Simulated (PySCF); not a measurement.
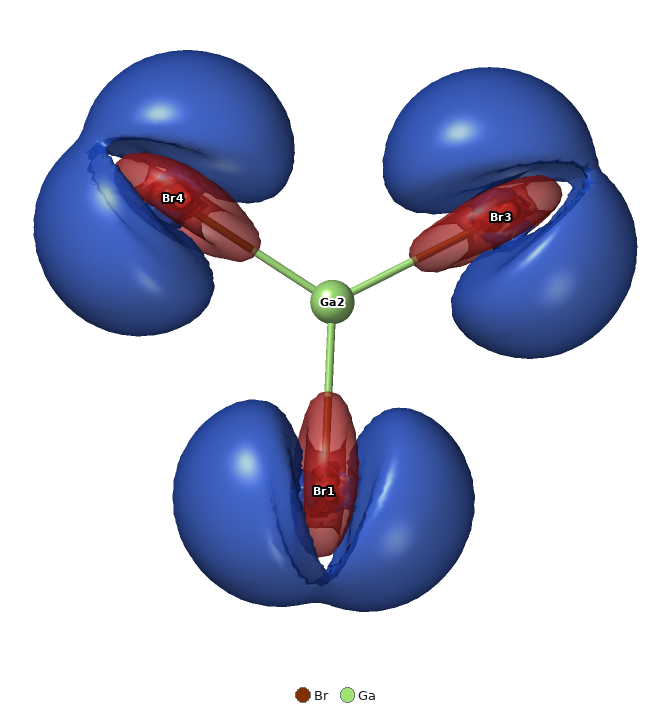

Figure 1: Br$_{3}$Ga, SMILES `Br[Ga](Br)Br`. Fukui function f⁻ = ρ(N) − ρ(N−1) at fixed geometry, surfaces at ±0.008 e/Å³ (blue positive, red negative).

Level of theory: PBE/def2-TZVP (PySCF), at a geometry from GFN2-xTB. No frequency check shows the geometry to be a minimum. GFN2-xTB bond lengths at metals and heavier atoms can be off by up to 0.1 Å and shapes distorted, which carries into these values.

Cartesian coordinates (Å):

```
Br1      1.5894   -1.6543    0.0000
Ga2     -0.0013    0.0000    0.0000
Br3      0.6385    2.2033    0.0000
Br4     -2.2268   -0.5490    0.0000
```

### Which atoms respond most to the removal of an electron?

f⁻ (Hirshfeld-condensed) is largest on Br1, Br3 and Br4 (0.30 each); the vertical ionisation energy is 10.02 eV (the stability of the cation's solution wasn't checked). Condensed values hint at sites of electrophilic attack but needn't mark the atom that reacts. Orbital relaxation makes it negative in places (0.09 e in all).
